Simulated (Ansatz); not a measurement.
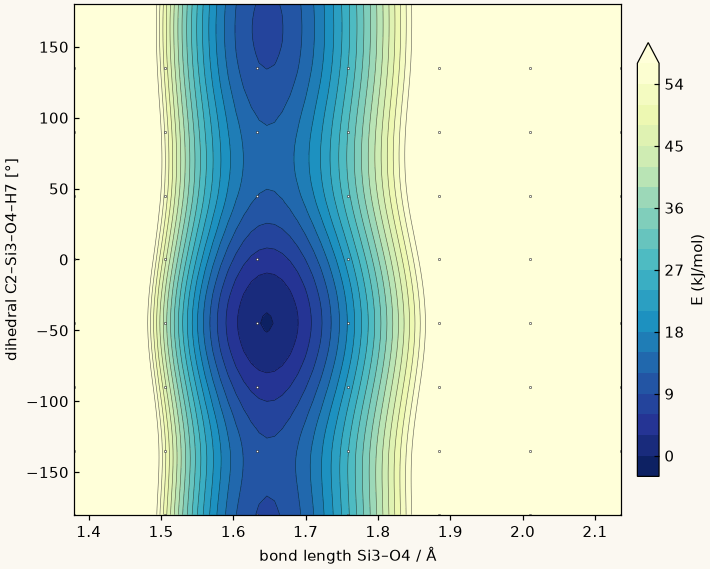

C₂H₂FOSi, SMILES [C]#C[SiH](O)F, spin multiplicity 2. The first coordinate is: bond length Si3–O4; the second: dihedral C2–Si3–O4–H7. Nothing is relaxed (all other coordinates rigid). Grid: 7 × 8 points. Points are written as (first, second). All energies are given in kJ/mol relative to the relaxed molecule at the same level. Computed with Ansatz 0.2.0, UKS r2SCAN-D4/def2-SVP.

In the figure: filled contours, dots at the grid points, one colour for all values above the top of the scale. Between grid points the surface is interpolated.

Estimate the position of the minimum and the force constants in these coordinates.

The interpolated minimum is at bond length Si3–O4 ≈ 1.642 Å, dihedral C2–Si3–O4–H7 ≈ −45°. The curvatures there are about 33 eV/Å² and 0.21 eV/rad², with a cross term of about 0 eV/(Å·rad). Round the minimum the two coordinates are nearly uncoupled. (1 eV is 96.5 kJ/mol.)
